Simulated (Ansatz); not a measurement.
# CHClGaNO: frequency calculation

CHClGaNO, computed with HF/6-31G*, RHF (Ansatz 0.2.0).

The geometry was optimised with HF/6-31G*. Figures and captions count atoms from 1; the log counts them from 0 in places.

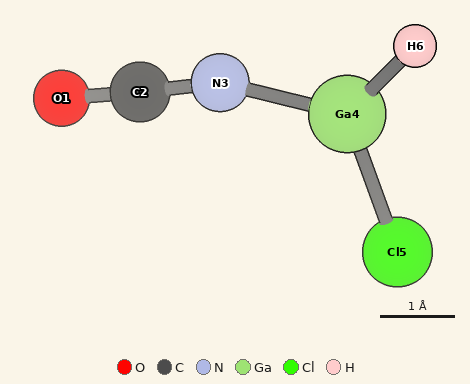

Figure 1. The input geometry (ball-and-stick view, seen at a tilt; atoms are numbered from 1 in the order of the input). Sticks mark near contacts.

Key numbers:

```csv
quantity,value
outcome,converged
total energy,−2550.311503 hartree
basis functions,101
largest force,0.000 eV/Å
zero-point energy,0.022894 hartree
dipole moment,2.80 D
"wavenumbers, lowest and highest",35 and 2496 cm⁻¹
hardware,"1 thread of Arm Neoverse V2, 112 GiB of memory available, shared host"
wall time,84 s
peak memory,0.21 GiB
```

Input:
```yaml
crystal:
  periodic: [false, false, false]
  atoms:
    - {symbol: O, position_ang: [-0.930375, -2.638015, -0.753596]}
    - {symbol: C, position_ang: [-0.738470, -1.533093, -0.488107]}
    - {symbol: N, position_ang: [-0.582804, -0.387039, -0.223071]}
    - {symbol: Ga, position_ang: [0.301926, 1.122154, 0.287932]}
    - {symbol: Cl, position_ang: [2.389781, 0.873463, 0.735370]}
    - {symbol: H, position_ang: [-0.397859, 2.498630, 0.395472]}
basis:
  gaussian: {orbitals: "6-31G*"}
hamiltonian: {xc: hf}
phonons: {temperatures: {t_min: 298.15, t_max: 298.15, t_step: 1}}
```

Launched with:
```bash
ansatz run job.yaml --threads 1 --pin off --max-ram 3480MiB --events-out events.jsonl --progress --plain --runs-dir runs
```

The program's output:
```
Functional definition: HF
  name "HF"
  exchange = exact_x
  correlation = 0
1023 factors; integrals over basis functions are off by at most 2.8e-4 eV
mean field evaluation 1: about -69394.4462 eV, gradient 3.8e1 eV
mean field evaluation 2: about -69394.5300 eV, gradient 3.8e1 eV
mean field evaluation 4: about -69397.4760 eV, gradient 3.1e0 eV
mean field evaluation 8: about -69397.5113 eV, gradient 3.1e-4 eV
mean field -69397.51134760 eV, -2550.3115027015 hartree, gradient 2.1e-5 eV, S^2 0.000000; 0 other end points of the search recorded, 0 dependent functions left out
the calculation of the forces begins
reference -69397.51134760 eV, -2550.3115027015 hartree; 35, 35 occupied and 66, 66 virtual orbitals, 1023 factors
these checks for a lower state are left out or cut short: stability, starts, cluster_reference, orbital_swaps, neighbouring_geometries, increment
1023 factors; integrals over basis functions are off by at most 2.8e-4 eV
mean field evaluation 16: about -69397.5113 eV, gradient 1.3e-6 eV
mean field -69397.51132456 eV, -2550.3115018550 hartree, gradient 1.9e-6 eV, S^2 0.000000; 0 other end points of the search recorded, 0 dependent functions left out
[... from here on the field's lines of each further geometry are left out, up to the last ...]
the calculation of the forces begins
reference -69397.51134435 eV, -2550.3115025821 hartree; 35, 35 occupied and 66, 66 virtual orbitals, 1023 factors
these checks for a lower state are left out or cut short: stability, starts, cluster_reference, orbital_swaps, neighbouring_geometries, increment
1023 factors; integrals over basis functions are off by at most 2.8e-4 eV
mean field -69397.51134502 eV, -2550.3115026068 hartree, gradient 1.2e-6 eV, S^2 0.000000; 0 other end points of the search recorded, 0 dependent functions left out
the calculation of the forces begins
reference -69397.51134502 eV, -2550.3115026068 hartree; 35, 35 occupied and 66, 66 virtual orbitals, 1023 factors
Total energy: -69397.51134760 eV, -2550.3115027015 hartree
Atom 0 at    -0.930375    -2.638015    -0.753596 Å, force     0.000130     0.000252     0.000098 eV/Å
Atom 1 at    -0.738470    -1.533093    -0.488107 Å, force    -0.000425    -0.000128    -0.000194 eV/Å
Atom 2 at    -0.582804    -0.387039    -0.223071 Å, force     0.000355     0.000191     0.000127 eV/Å
Atom 3 at     0.301926     1.122154     0.287932 Å, force     0.000097    -0.000441     0.000118 eV/Å
Atom 4 at     2.389781     0.873463     0.735370 Å, force     0.000084     0.000068    -0.000017 eV/Å
Atom 5 at    -0.397859     2.498630     0.395472 Å, force    -0.000240     0.000058    -0.000132 eV/Å
Dipole moment:    -0.197696     0.545364     0.061462 e Å
Vibrations: 35.15 78.01 192.31 426.36 486.54 489.51 674.90 720.20 720.93 1594.93 2133.94 2496.44 cm⁻¹, zero-point energy 0.622973 eV
```

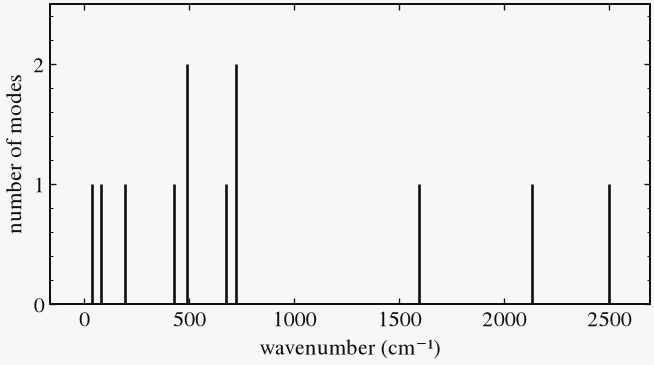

Figure 2. Harmonic vibrational wavenumbers from the force constants; neighbouring modes closer than 11 cm⁻¹ are counted in one stick. 12 modes from 35 to 2496 cm⁻¹, none imaginary.
